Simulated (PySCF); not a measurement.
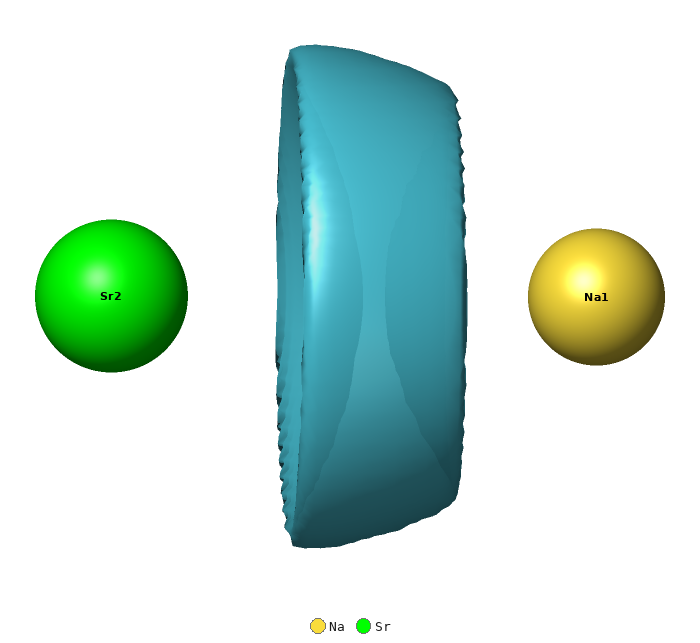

*NaSr (charge +1). Isosurface of the ELF at 0.9 (cyan), seen from one side. Only the valence region is drawn (cores and ρ < 0.01 e/Å³ removed).*

Core potentials replace the inner electrons of Sr.

Theory: PySCF, PBE0/def2-SVP, non-relativistic Hamiltonian with scalar-relativistic core potentials where named, at a bond length of 3.695 Å.

```xyz
2

Na    0.0000    0.0000   -2.9290
Sr    0.0000    0.0000    0.7660
```

Q: Where are the electrons localised?

A: The ELF exceeds this value in one lobe of the valence shell of Na pointing towards Sr (polar bonds). Profiles from the grid: Na–Sr (3.69 Å): the ELF peaks at about 0.95 between the atoms.
